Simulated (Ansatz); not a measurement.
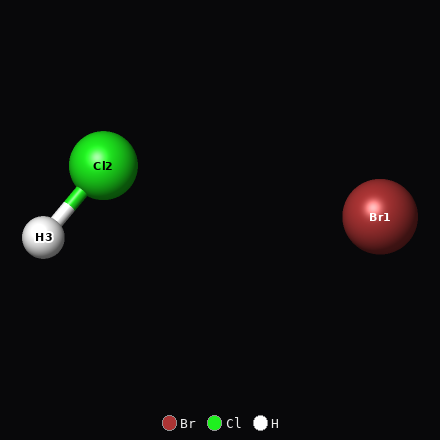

The system is Br⁻ + ClH; the picture shows the reference structure. The first coordinate is: distance Br1–Cl2; the second: distance Cl2–H3. Nothing is relaxed (the angle Br1–Cl2–H3 is fixed at 120 degrees). The grid has 17 × 17 points. Energies: kJ/mol, counted from Br with charge -1 far from the relaxed ClH (each part in its own basis). The reference is spin-restricted, so regions where a bond is pulled apart into radicals lie too high. Theory: RKS PBE-D4/def2-TZVPD in Ansatz.

Its coordinates:

```csv
atom,x (Å),y (Å),z (Å)
Br,-3.9830,0.0000,0.0000
Cl,0.0000,0.0000,0.0000
H,0.6680,1.1570,0.0000
```

Range: distance Br1–Cl2 from 1.776 to 4.176 Å; distance Cl2–H3 from 1.064 to 3.464 Å.

Predict the map.

The lowest grid point is at distance Br1–Cl2 = 3.983 Å, distance Cl2–H3 = 1.336 Å, 3.8 kJ/mol from Br with charge -1 far from the relaxed ClH (each part in its own basis). The highest grid point, distance Br1–Cl2 = 1.776 Å, distance Cl2–H3 = 1.064 Å, lies 1073 kJ/mol above the lowest.

```tsv
distance Cl2–H3 ↓, distance Br1–Cl2 →	1.841	2.048	2.305	2.595	2.912	3.251	3.608	3.983
3.271	577	410	338	327	342	362	377	386
2.896	575	407	331	316	326	342	353	360
2.539	579	405	322	296	298	307	314	319
2.200	593	409	308	265	252	252	255	258
1.883	626	418	286	214	184	175	174	175
1.593	676	429	251	148	99	81	77	77
1.336	740	445	226	98	38	14	6	4
1.129	857	534	295	156	90	64	54	52
```

The table holds every second grid line.

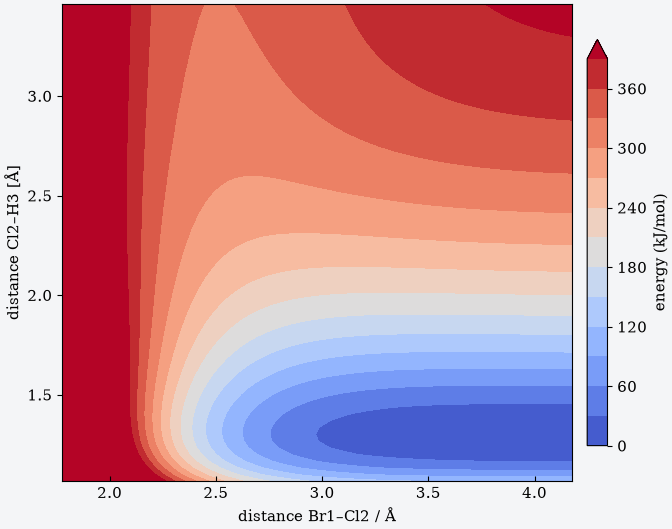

The picture shows filled contours, one colour for all values above the top of the scale. Between grid points the surface is interpolated.

Each point was launched as `ansatz run input.yaml --threads 1 --pin off --max-ram 2560MiB --backend cpu --events-out ev --progress --plain --runs-dir out`. The whole map (289 points run) took 23 min on 1 thread of Arm Neoverse V2, on a shared host.
